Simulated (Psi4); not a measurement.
# BLYP/aug-cc-pVTZ run of H3O+ (oxonium)

Aim: the vertical singlet–triplet gap of H3O+ (oxonium) at BLYP/aug-cc-pVTZ, from 2 runs. 

Program for the calculation: Psi4 1.11.

### Step 1. Starting point

H3O+: 4 atoms, total charge +1, spin state singlet. As SMILES, `[OH3+]`. The shape is that of a PBE0-D4/def2-TZVP optimisation.

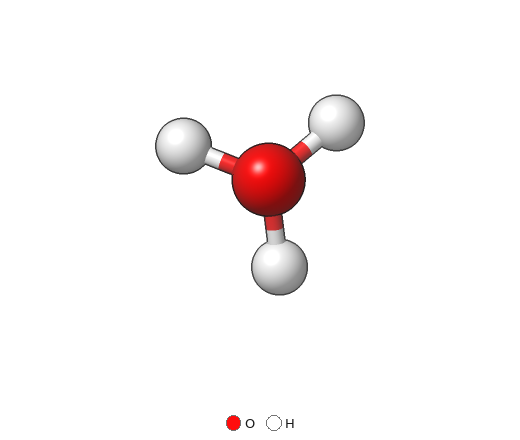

The structure, seen from a chosen angle (oxygen red, hydrogen white).

### Step 2. Energy and forces at BLYP/aug-cc-pVTZ

Input file run.py:

```python
import psi4

psi4.set_memory(2200000000)
psi4.set_num_threads(1)
psi4.set_output_file('output.dat', False)

mol = psi4.geometry("""
1 1
O
H 1 0.978205
H 1 0.978205 2 113.02582
H 1 0.978188 2 113.01489 3 -129.94022
symmetry c1
""")

psi4.set_options({
    'basis': 'aug-cc-pVTZ',
    'puream': True,
    'e_convergence': 1e-09,
    'd_convergence': 1e-08,
    'scf_type': 'pk',
    'dft_radial_points': 99,
    'dft_spherical_points': 590,
})

e_tot, wfn = psi4.gradient("blyp", molecule=mol, return_wfn=True)
psi4.oeprop(wfn, "QUADRUPOLE", "WIBERG_LOWDIN_INDICES", "DIPOLE")
print('gradient / Eh bohr^-1')
print(e_tot.np.round(6))
print(f'energy = {wfn.energy():.10f} Eh')
for k, v in sorted(psi4.core.scalar_variables().items()):
    print(f'{k:45s} {v:18.10f}')
```

Launch:

```
python run.py
```

output.dat:

```text
[...]
  Running in c1 symmetry.
[...]
  Nuclear repulsion =   13.956305618847713
[...]
  Multiplicity = 1
[...]
  Nalpha       = 5
  Nbeta        = 5
[...]
    Number of basis functions: 115
[...]
   @RKS iter   1:   -76.58585398886540    2.23095e-01   5.77414e-03 DIIS/ADIIS
[...]
   @RKS iter   8:   -76.71844066364201   -1.19371e-12   1.80799e-09 DIIS
[...]
    Orbital Energies [Eh]
    ---------------------
    Doubly Occupied:
       1A    -19.210550     2A     -1.356495     3A     -0.881747
       4A     -0.881717     5A     -0.682900
[...]
  @RKS Final Energy:   -76.71844066364201
   => Energetics <=
    Nuclear Repulsion Energy =             13.9563056188477130
    One-Electron Energy =                -128.5734173654257688
    Two-Electron Energy =                  47.2966530848115667
    DFT Exchange-Correlation Energy =      -9.3979820018755245
    Empirical Dispersion Energy =           0.0000000000000000
    VV10 Nonlocal Energy =                  0.0000000000000000
    Total Energy =                        -76.7184406636420135
[...]
  -Total Gradient:
     Atom            X                  Y                   Z
    ------   -----------------  -----------------  -----------------
       1       -0.007513460122     0.003510402774     0.002330537687
       2        0.000323495110    -0.000164371935    -0.009362880130
       3        0.000318596174    -0.008683692978     0.003507594299
       4        0.006871080317     0.005337813928     0.003524921754
[...]
 Multipole Moments:
 ------------------------------------------------------------------------------------
     Multipole            Electronic (a.u.)      Nuclear  (a.u.)        Total (a.u.)
 ------------------------------------------------------------------------------------
 L = 1.  Multiply by 2.5417464519 to convert [e a0] to [Debye]
 Dipole X            :          0.0323208           -0.5440757           -0.5117549
 Dipole Y            :         -0.0150633            0.2540071            0.2389438
 Dipole Z            :         -0.0099507            0.1679938            0.1580432
 Magnitude           :                                                    0.5864852
 L = 2.  Multiply by 1.3450342976 to convert [e a0^2] to [Debye ang]
 Quadrupole XX       :         -5.5376517            1.5738512           -3.9638005
 Quadrupole XY       :         -0.5241180            1.4844749            0.9603569
[...]
```

The script printed:

```text
gradient / Eh bohr^-1
[[-0.007513  0.00351   0.002331]
 [ 0.000323 -0.000164 -0.009363]
 [ 0.000319 -0.008684  0.003508]
 [ 0.006871  0.005338  0.003525]]
energy = -76.7184406636 Eh
CURRENT ENERGY                                    -76.7184406636
CURRENT REFERENCE ENERGY                          -76.7184406636
DD SOLVATION ENERGY                                 0.0000000000
DFT FUNCTIONAL TOTAL ENERGY                       -76.7184406636
DFT TOTAL ENERGY                                  -76.7184406636
DFT VV10 ENERGY                                     0.0000000000
DFT XC ENERGY                                      -9.3979820019
GRID ELECTRONS ALPHA                                4.9999999823
GRID ELECTRONS BETA                                 4.9999999823
GRID ELECTRONS TOTAL                                9.9999999646
NUCLEAR REPULSION ENERGY                           13.9563056188
ONE-ELECTRON ENERGY                              -128.5734173654
PCM POLARIZATION ENERGY                             0.0000000000
PE ENERGY                                           0.0000000000
SCF ITERATION ENERGY                              -76.7184406636
SCF ITERATIONS                                      8.0000000000
SCF TOTAL ENERGY                                  -76.7184406636
TWO-ELECTRON ENERGY                                47.2966530848
XC GRID RADIAL POINTS                              99.0000000000
XC GRID SPHERICAL POINTS                          590.0000000000
XC GRID TOTAL POINTS                           227056.0000000000
```

Wall time 19 s (1 thread of Intel Xeon Platinum 8375C at 2.90GHz (Ice Lake), shared host); peak memory 0.77 GiB.

### Step 3. The triplet: a single-point energy at UBLYP/aug-cc-pVTZ

Input file job.in:

```
memory 2.2 GB

molecule geom {
  1 3
  O
  H 1 0.978205
  H 1 0.978205 2 113.02582
  H 1 0.978188 2 113.01489 3 -129.94022
  symmetry c1
}

set basis aug-cc-pVTZ
set reference uks
set puream true
set e_convergence 1e-09
set d_convergence 1e-08
set scf_type pk
set dft_radial_points 99
set dft_spherical_points 590
set maxiter 100

e_tot, wfn = energy("blyp", return_wfn=True)
oeprop(wfn, "DIPOLE", "MAYER_INDICES", "WIBERG_LOWDIN_INDICES")
```

Launch:

```
psi4 -n 1 job.in job.out
```

job.out:

```text
[...]
  Running in c1 symmetry.
[...]
  Nuclear repulsion =   13.956305618847713
[...]
  Multiplicity = 3
[...]
  Nalpha       = 6
  Nbeta        = 4
[...]
    Number of basis functions: 115
[...]
   @UKS iter   1:   -76.30118834933998    5.07761e-01   1.94904e-03 DIIS/ADIIS
[...]
   @UKS iter  10:   -76.32340847723222   -6.19593e-12   1.20646e-09 DIIS
[...]
   @S^2 Observed:                2.001061873E+00
[...]
    Orbital Energies [Eh]
    ---------------------
    Alpha Occupied:
       1A    -19.435035     2A     -1.541823     3A     -1.033505
       4A     -1.033481     5A     -0.936785     6A     -0.384149
    Alpha Virtual:
       7A     -0.298269     8A     -0.298263     9A     -0.184803
      10A     -0.166428    11A     -0.166423    12A     -0.137018
      13A     -0.098089    14A     -0.098079    15A     -0.078483
      16A     -0.071824    17A     -0.071821    18A      0.023533
      19A      0.055404    20A      0.055409    21A      0.059659
      22A      0.071132    23A      0.084970    24A      0.084972
      25A      0.158384    26A      0.158388    27A      0.215607
[...]
  @UKS Final Energy:   -76.32340847723222
   => Energetics <=
    Nuclear Repulsion Energy =             13.9563056188477130
    One-Electron Energy =                -126.6379330721160841
    Two-Electron Energy =                  45.6436251265132711
    DFT Exchange-Correlation Energy =      -9.2854061504771224
    Empirical Dispersion Energy =           0.0000000000000000
    VV10 Nonlocal Energy =                  0.0000000000000000
    Total Energy =                        -76.3234084772322205
[...]
 Multipole Moments:
 ------------------------------------------------------------------------------------
     Multipole            Electronic (a.u.)      Nuclear  (a.u.)        Total (a.u.)
 ------------------------------------------------------------------------------------
 L = 1.  Multiply by 2.5417464519 to convert [e a0] to [Debye]
 Dipole X            :          0.4658081           -0.5440757           -0.0782676
 Dipole Y            :         -0.2175280            0.2540071            0.0364791
 Dipole Z            :         -0.1438733            0.1679938            0.0241205
 Magnitude           :                                                    0.0896568
[...]
```

It took 21 s on 1 thread of Intel Xeon Platinum 8375C at 2.90GHz (Ice Lake), shared host; peak memory 0.77 GiB.

### Step 4. Summary of results

At BLYP/aug-cc-pVTZ:

```
                                        quantity         value
                           singlet: total energy  -76.71844 Eh
                            singlet: HOMO energy     -18.58 eV
                            singlet: LUMO energy      -8.36 eV
                          singlet: HOMO–LUMO gap      10.22 eV
               singlet: largest force on an atom    0.483 eV/Å
                           triplet: total energy  -76.32341 Eh
     triplet: HOMO energy (highest over α and β)     -10.45 eV
                                   triplet: ⟨S²⟩         2.001
vertical energy of the triplet above the singlet     10.749 eV
```

At this shape the triplet lies 10.75 eV (1037 kJ/mol) above the singlet. The largest force (singlet) is 0.48 eV/Å: the shape isn't a stationary point for this species at this level.
